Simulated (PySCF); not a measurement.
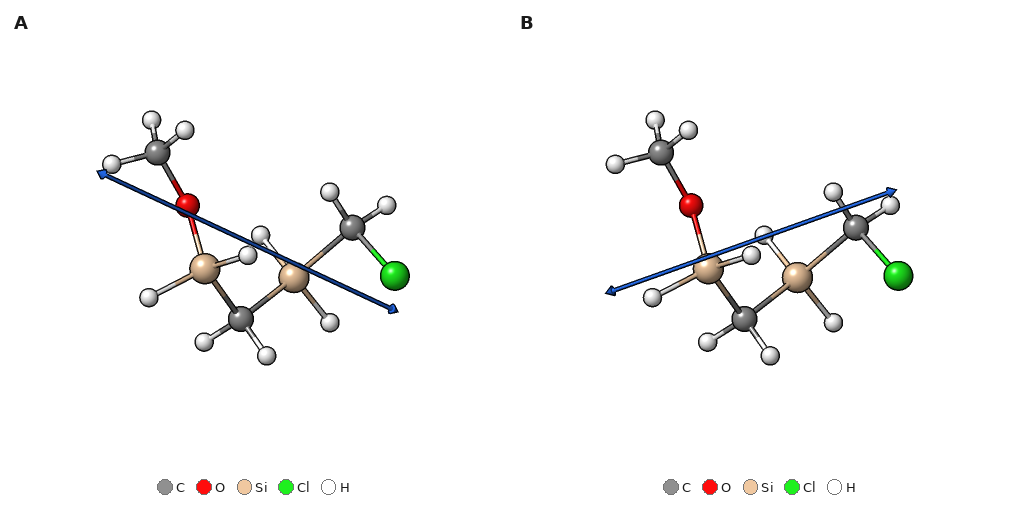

The double arrows show the directions of two transition dipoles from the ground state (lengths mean nothing). Computed geometry: GFN2-xTB optimisation. No frequency run is at hand to confirm it as a minimum. Properties computed with TDDFT PBE0/def2-SVPD, vertical, gas phase, core orbitals frozen in the response (PySCF 2.14.0).

One belongs to singlet state 1 and one to singlet state 5. Which is which?

Answer. A: state 5, 7.41 eV (167 nm), oscillator strength 0.089, mainly HOMO−3 → LUMO (weight 0.79).
B: state 1, 6.65 eV (186 nm), oscillator strength 0.019, mainly HOMO → LUMO (weight 0.70).

The geometry is semi-empirical. Around Si such bond lengths and angles can be off by a tenth of an ångström or more and by several degrees, and values that hang on the shape move with them.
